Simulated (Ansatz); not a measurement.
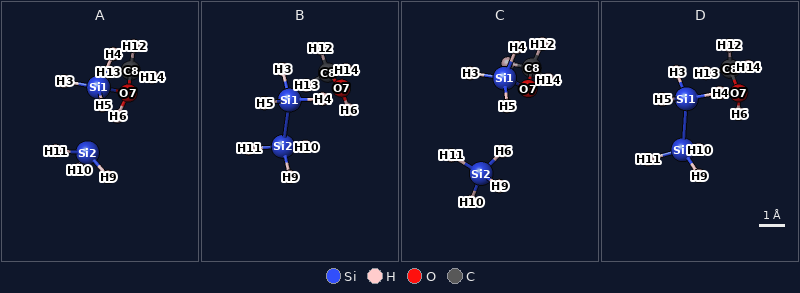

4 geometries from a converged minimum-energy path of CH10OSi2, made up at the start of Si$_{2}$H$_{6}$ and CH4O, shuffled. The picture is a ball-and-stick view, seen from a free direction.

All numbers below come from RKS PBE0-D4/cc-pVDZ (Ansatz). Set-up: 7 movable images; climbing image; force threshold 0.05 eV/Å; iteration limit 60; starting path through a guess of the saddle point.

Which frame is the transition state?

Answer. A. In order along the path, whose images run from 0 to 8: B (image 0, 0.00 eV), D (image 1, +0.01 eV), A (image 4, +1.65 eV), C (image 8, −0.35 eV). Breaking: H6–O7 (0.97 → 1.07 at the top → 2.78 Å), Si1–Si2 (2.35 → 2.85 at the top → 4.10 Å). Forming: Si1–O7 (3.04 → 1.88 at the top → 1.69 Å), Si2–H6 (3.24 → 2.06 at the top → 1.50 Å).

Limits of the set-up: the start holds two separate molecules, 2.3 Å apart at their closest, whose relative position is a soft coordinate.
